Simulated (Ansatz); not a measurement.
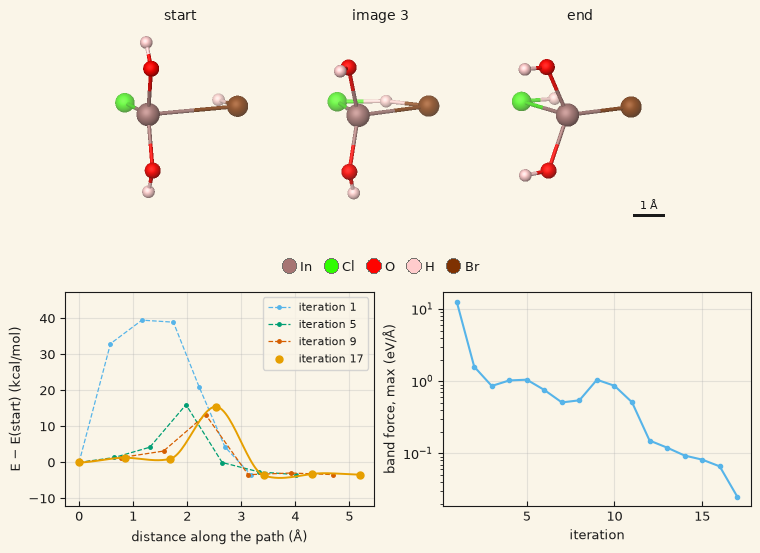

A search for the minimum-energy path of InH$_{3}$O$_{2}$BrCl, made up at the start of InH2O2Cl and HBr by the nudged elastic band. Images are numbered from 0 (start) to 6 (end). The plot follows the band through its iterations. Style: ball-and-stick. Shown from a free direction.

Level of theory: Ansatz, RHF/def2-SVP. Settings: 5 movable images; climbing image; force threshold 0.03 eV/Å; iteration limit 60; starting path through a guess of the saddle point.

**Judge this run.**

The run is converged, with reservations. The band converged in 17 iterations. The largest component of the band force went from 13 to 0.025 eV/Å. The climbing image converged on the top of the path. Its vibrational analysis gives one imaginary mode (1205i cm⁻¹), as a transition state must have. The first iteration put the highest image at 39.5 kcal/mol. The energy climbs by 15.5 kcal/mol to image 3 and then falls by 18.8 kcal/mol, so the end point sits at −3.4 kcal/mol. Image 4 lies below both ends, at −3.6 kcal/mol, which points to an intermediate minimum that so few images don't resolve.

Limits of the set-up: Hartree-Fock leaves out electron correlation.
